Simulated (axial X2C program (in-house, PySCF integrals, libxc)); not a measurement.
# A two-component session on In₂⁺: properties at the nuclei

Aim: properties at the nuclei of In₂⁺, with spin–orbit coupling in the Hamiltonian from the start.

Program: an in-house X2C program for linear molecules on PySCF integrals. Level of theory: two-component X2C with atomic mean-field terms, In dyall-cv3z. These are calculated values, not measurements.

## 1. Set-up

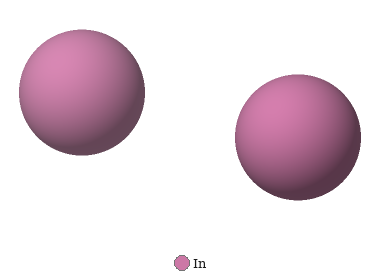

The two atoms at 2.840 Å (indium pink).

The input, task.json:

```json
{
 "zs": [
  49,
  49
 ],
 "q": 1,
 "bas": [
  "dyall-cv3z",
  "dyall-cv3z"
 ],
 "r0": 2.84,
 "levels": [
  "PBE0",
  "HF",
  "LDA",
  "BP86",
  "TPSSh"
 ],
 "nst": 3
}
```

Keys: zs atomic numbers; q charge; bas basis sets; r0 starting distance in Å; levels methods (HF also brings MP2); nst determinants followed.

The run is started by

```bash
> python soeom.py task.json out
```

Further steps of the session: Expectation values, lowest determinant; Expectation values, a higher determinant.

Before running it: what results should come out? Wanted: lowest determinant; A∥/gI In; qzz In; higher determinant (for each run or level that gives them).

**Answer**, as computed:

| quantity | value |
| --- | --- |
| lowest determinant | Ω = 1/2 (excess of +ω over −ω: ω = 1/2) |
| A∥/gI In (MHz), PBE0 | 379 |
| qzz In (a.u.), PBE0 | -3.40 |
| higher determinant | Ω = 3/2 (excess of +ω over −ω: ω = 3/2) |
| A∥/gI In (MHz), PBE0, higher determinant | 57.7 |
| qzz In (a.u.), PBE0, higher determinant | 1.28 |

**Reading.** The expectation values come from single determinants, which for open shells can mix terms of unlike spin or miss the lowest Ω, so a determinant need not be a state. A∥ is the parallel hyperfine constant, which follows by multiplying with the nuclear g factor gI = μI/(I μN); qzz is the electric field gradient, eQq0 = 234.96 MHz × Q/barn × qzz. The operators were transformed with the bare-nucleus X2C matrices.
